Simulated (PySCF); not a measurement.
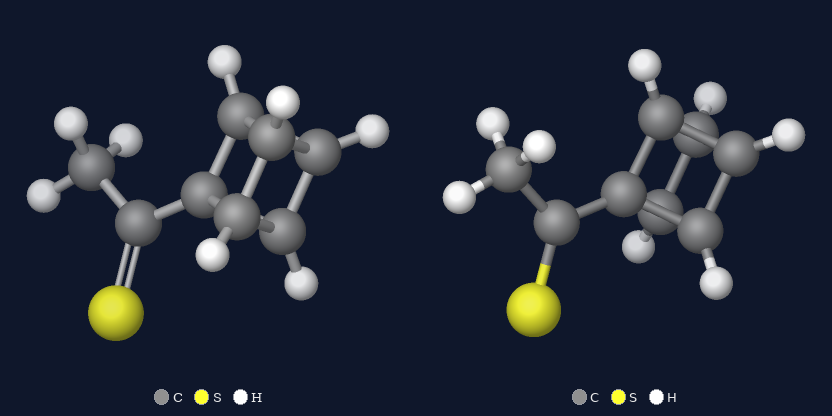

Both panels show the same species.

Computed geometry: GFN2-xTB optimisation. No frequency run is at hand to confirm it as a minimum.

Which formula does it have?

C8H8S, 17 atoms: 8 carbon, 8 hydrogen and 1 sulfur.

Does it have rings?

Independent rings (smallest set): 2 of 3 members, 2 of 4 members.

Give the symmetry (Schoenflies symbol).

Cs.

Count the bonded pairs by element.

11 C–C, 8 C–H, 1 C–S.

More results for the same structure follow; atom numbers are the same in all pictures, views and colours differ.

## Bond orders

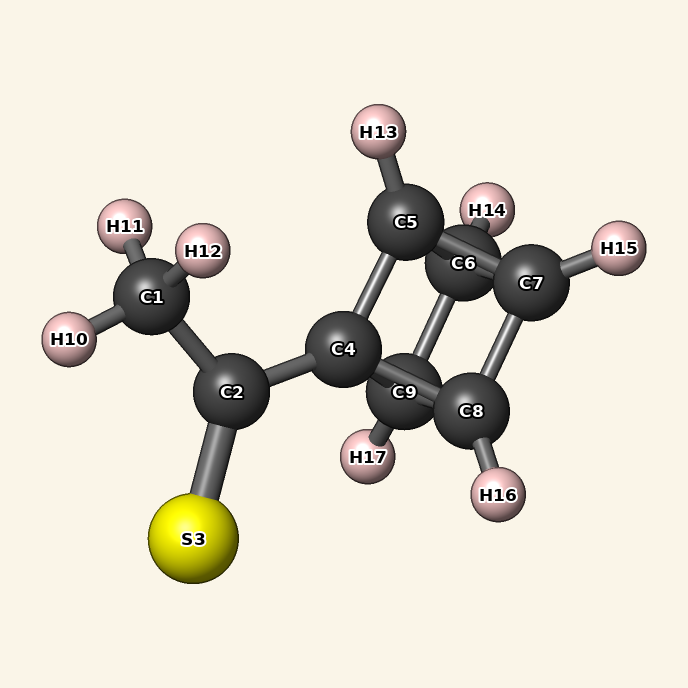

The thickness of each stick grows with its Mayer bond order. No frequency run is at hand to confirm it as a minimum. Computed with PBE0/pcSseg-1 (PySCF 2.14.0).

Which bond has the highest Mayer bond order?

C2–S3, 1.84, at a length of 1.640 Å.

List the Mayer bond orders of C1–C2, C1–H10, C1–H11, C2–S3, C2–C4, C4–C5, C4–C8, C5–C6, C5–H13, C6–C7, C6–C9, C6–H14, C8–C9, C8–H16 (one bond of each equivalent set).

```json
{"bond": "C1–C2", "Mayer order": "1.05", "length (Å)": "1.494"}
{"bond": "C1–H10", "Mayer order": "0.95", "length (Å)": "1.087"}
{"bond": "C1–H11", "Mayer order": "0.94", "length (Å)": "1.091"}
{"bond": "C2–S3", "Mayer order": "1.84", "length (Å)": "1.640"}
{"bond": "C2–C4", "Mayer order": "1.00", "length (Å)": "1.428"}
{"bond": "C4–C5", "Mayer order": "0.90", "length (Å)": "1.539"}
{"bond": "C4–C8", "Mayer order": "0.83", "length (Å)": "1.535"}
{"bond": "C5–C6", "Mayer order": "0.89", "length (Å)": "1.507"}
{"bond": "C5–H13", "Mayer order": "1.03", "length (Å)": "1.074"}
{"bond": "C6–C7", "Mayer order": "0.90", "length (Å)": "1.504"}
{"bond": "C6–C9", "Mayer order": "0.90", "length (Å)": "1.536"}
{"bond": "C6–H14", "Mayer order": "1.01", "length (Å)": "1.073"}
{"bond": "C8–C9", "Mayer order": "0.92", "length (Å)": "1.484"}
{"bond": "C8–H16", "Mayer order": "1.02", "length (Å)": "1.073"}
```

## Dipole moment

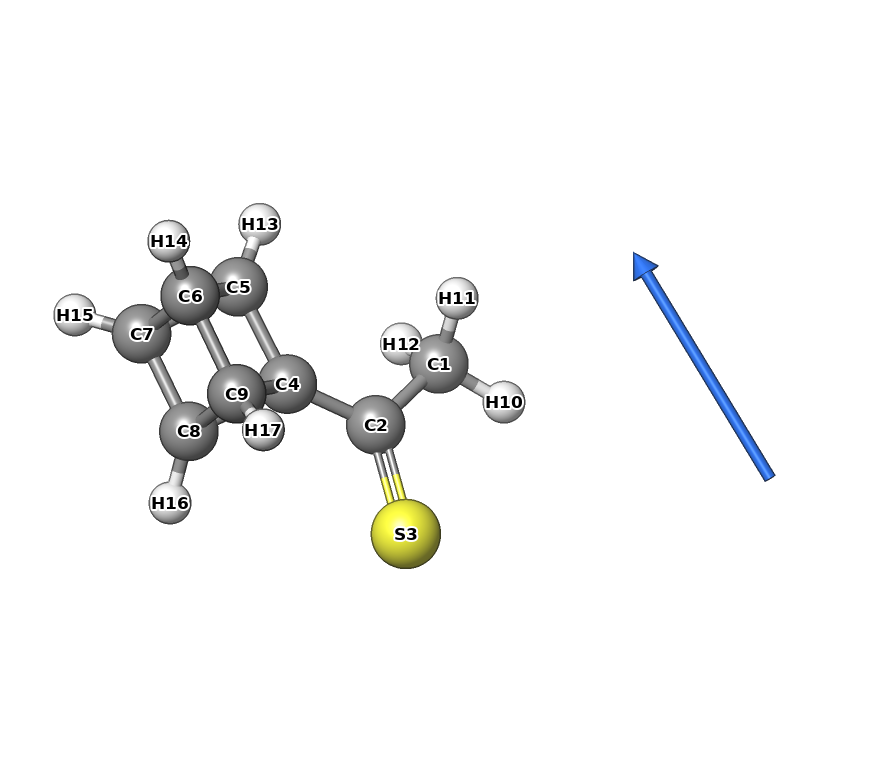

The arrow beside the molecule shows the direction of the dipole moment, from the negative to the positive end (its length means nothing). No frequency run is at hand to confirm it as a minimum. Properties computed with PBE0/pcSseg-1, gas phase (PySCF 2.14.0).

Estimate the dipole moment.

3.82 D; it points from the side of S3 to the side of H14, H15 (the outermost atoms at the two ends).

## NMR shielding

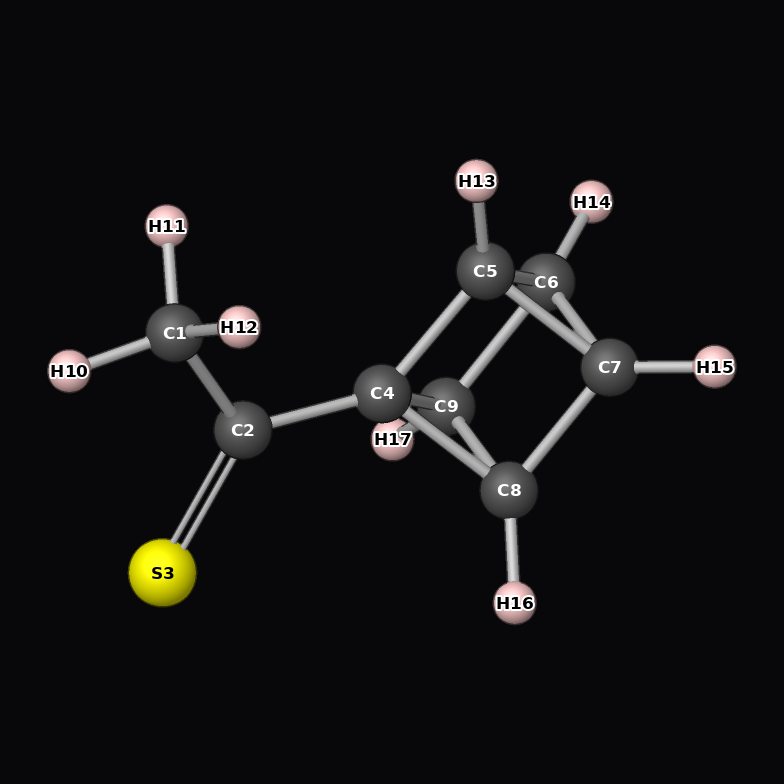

The questions are on isotropic NMR shieldings of the C atoms. No frequency run is at hand to confirm it as a minimum. Method: GIAO PBE0/pcSseg-1 NMR shielding, non-relativistic, gas phase (PySCF 2.14.0).

Give the isotropic NMR shieldings of the C atoms atom by atom.

| atom | σ (ppm) |
| --- | --- |
| C1 | 143.6 |
| C2 | −77.0 |
| C4 | 126.3 |
| C5 | 147.5 |
| C6 | 160.3 |
| C7 | 160.5 |
| C8 | 123.8 |
| C9 | 123.7 |
